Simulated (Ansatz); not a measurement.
# HNO (nitroxyl) at 6 levels

We compute a comparison of 6 runs (HF/STO-3G, B2PLYP/STO-3G, BLYP/STO-3G, SVWN5/STO-3G, UB3LYP/STO-3G, MP2/STO-3G) of HNO (nitroxyl). 

The results are computed with Ansatz 0.2.0.

50 further runs of the same task are left out: 1 that didn't finish, 49 set aside as unsound or not needed.

### Step 1. Starting point

HNO: 3 atoms, total charge 0, spin state singlet. SMILES: `N=O`. The H3–N1 distance was set to 2.127 Å, away from the relaxed value. At this shape a bond of the SMILES string is far longer than usual.

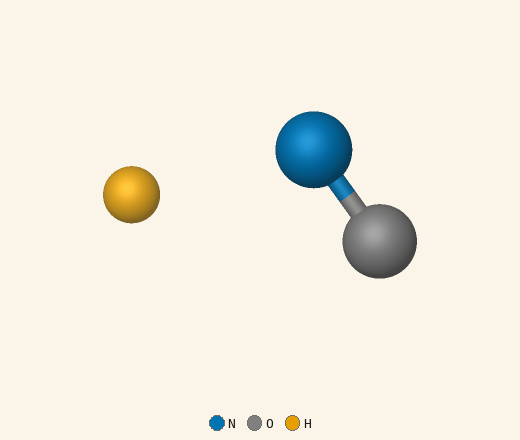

Viewed from a chosen angle; nitrogen blue, oxygen grey, hydrogen amber.

### Step 2. The energy at HF/STO-3G (run 1)

in.yaml reads:

```yaml
crystal:
  periodic: [false, false, false]
  atoms:
    - symbol: N
      position_ang: [-0.095803, 1.335542, 0.105026]
    - symbol: O
      position_ang: [0.943197, 1.419952, 0.678686]
    - symbol: H
      position_ang: [-0.471600, -0.709980, -0.339350]
basis:
  gaussian: {orbitals: STO-3G}
hamiltonian: {xc: hf}
accuracy: high
```

On the command line:

```
ansatz run in.yaml --threads 1 --pin off --max-ram 3480MiB --events-out events.jsonl --progress --plain --runs-dir runs
```

Output:

```text
Warning: RAYON_NUM_THREADS=1 ignored (pool sized by the plan → 1); use --threads N
Functional definition: HF
  name "HF"
  exchange = exact_x
  correlation = 0
167 factors; integrals over basis functions are off by at most 3.1e-8 eV
mean field evaluation 1: about -3474.3973 eV, gradient 1.9e1 eV
mean field evaluation 2: about -3474.4330 eV, gradient 1.9e1 eV
mean field evaluation 4: about -3479.0142 eV, gradient 2.0e0 eV
mean field evaluation 8: about -3479.0598 eV, gradient 6.9e-2 eV
mean field evaluation 16: about -3479.0507 eV, gradient 2.9e-8 eV
mean field -3479.05068013 eV, -127.8527543094 hartree, gradient 2.9e-8 eV, S^2 0.000000; 0 other end points of the search recorded, 0 dependent functions left out
reference -3479.05068013 eV, -127.8527543094 hartree; 8, 8 occupied and 3, 3 virtual orbitals, 167 factors
Total energy: -3479.05068013 eV, -127.8527543094 hartree
```

Wall time 0.08 s (1 thread of AMD EPYC 7R43 (Zen 3), shared host).

### Step 3. A single-point energy at B2PLYP/STO-3G (run 2)

job.yaml reads:

```yaml
crystal:
  periodic: [false, false, false]
  atoms:
    - {symbol: "N", position_ang: [-0.095803, 1.335542, 0.105026]}
    - {symbol: O, position_ang: [0.943197, 1.419952, 0.678686]}
    - {symbol: H, position_ang: [-0.471600, -0.709980, -0.339350]}
basis:
  gaussian: {orbitals: STO-3G}
hamiltonian: {xc: {name: B2PLYP}}
correlation: {frozen_orbitals: {H: 0, "N": 1, O: 1}}
accuracy: high
```

On the command line:

```
ansatz run job.yaml --threads 1 --pin off --max-ram 3480MiB --events-out events.jsonl --progress --plain --runs-dir runs
```

Output, shortened:

```text
Warning: RAYON_NUM_THREADS=1 ignored (pool sized by the plan → 1); use --threads N
Functional definition: B2PLYP
  name "B2PLYP"
[...]
167 factors; integrals over basis functions are off by at most 3.1e-8 eV
[...]
mean field -3491.99856235 eV, -128.3285802049 hartree, gradient 2.6e-8 eV, S^2 0.000000; 2 other end points of the search recorded, 0 dependent functions left out; unrestricted orbitals would lower it
2 core orbitals not correlated: weight in the atoms' cores, before any rotation towards them, 1.000 or more for the frozen orbitals, at most 0.000 for the correlated occupied ones
reference -3491.99857468 eV, -128.3285806580 hartree; 6, 6 occupied and 3, 3 virtual orbitals, 167 factors
second order -8.74415927 eV of doubles, -0.00000000 eV of singles
Total energy: -3494.35949769 eV, -128.4153429781 hartree
```

It took 0.77 s on 1 thread of AMD EPYC 7R43 (Zen 3), shared host.

Runs 3 to 5 aren't shown in full; the table further down has their settings and results.

### Step 4. The energy at MP2/STO-3G (run 6)

in.yaml reads:

```yaml
crystal:
  periodic: [false, false, false]
  atoms:
    - symbol: "N"
      position_ang: [-0.095803, 1.335542, 0.105026]
    - symbol: O
      position_ang: [0.943197, 1.419952, 0.678686]
    - symbol: H
      position_ang: [-0.471600, -0.709980, -0.339350]
basis:
  gaussian:
    orbitals: STO-3G
correlation:
  method: mp2
  frozen_orbitals: {H: 0, "N": 1, O: 1}
accuracy: high
```

On the command line:

```
ansatz run in.yaml --threads 1 --pin off --max-ram 3480MiB --events-out events.jsonl --progress --plain --runs-dir runs
```

Output, shortened:

```text
Warning: RAYON_NUM_THREADS=1 ignored (pool sized by the plan → 1); use --threads N
Functional definition: HF
  name "HF"
[...]
167 factors; integrals over basis functions are off by at most 3.1e-8 eV
[...]
mean field -3479.05068013 eV, -127.8527543094 hartree, gradient 2.9e-8 eV, S^2 0.000000; 0 other end points of the search recorded, 0 dependent functions left out; unrestricted orbitals would lower it
[...]
unrestricted determinant -3483.25212634 eV, -128.0071546101 hartree, S^2 1.3365
2 core orbitals not correlated: weight in the atoms' cores, before any rotation towards them, 1.000 or more for the frozen orbitals, at most 0.000 for the correlated occupied ones
reference -3479.05068013 eV, -127.8527543094 hartree; 6, 6 occupied and 3, 3 virtual orbitals, 167 factors
second order -6.00840993 eV of doubles, -0.00000000 eV of singles
Total energy: -3485.05909006 eV, -128.0735593019 hartree
```

Wall time 0.1 s (1 thread of AMD EPYC 7R43 (Zen 3), shared host).

### Step 5. Overview of the runs

```tsv
run	level	frozen core orbitals	energy (Eh)	wall time
1	HF/STO-3G	–	-127.852754	0.08 s
2	B2PLYP/STO-3G	2	-128.415343	0.77 s
3	BLYP/STO-3G	–	-128.569918	0.42 s
4	SVWN5/STO-3G	–	-127.594784	0.43 s
5	UB3LYP/STO-3G	–	-128.605170	1.8 s
6	MP2/STO-3G	2	-128.073559	0.1 s
```

### Step 6. Summary of results

| quantity | value |
| --- | --- |
| run 6: total energy | -128.07356 Eh |
| run 6: correlation energy (2 core orbitals frozen) | -220.8 mEh |

**Reading.** Totals of different functionals can't be ranked against each other. In runs 2, 6 the log says that unrestricted orbitals would lower the reference, so the values rest on an unstable closed-shell determinant (other closed-shell runs at this shape may share the fault). In runs 1, 2, 3, 4, 5, 6 the basis is minimal, so the values are rough. In runs 1, 2, 3, 4, 6 a closed-shell determinant meets a far-stretched bond, which it describes badly. Spin contamination of the reference: run 5 ⟨S²⟩ = 0.81. Where it is this large, the reference is a mixture of spin states, and values that rest on it are in doubt. All runs together took 3.6 s, the longest 1.8 s.
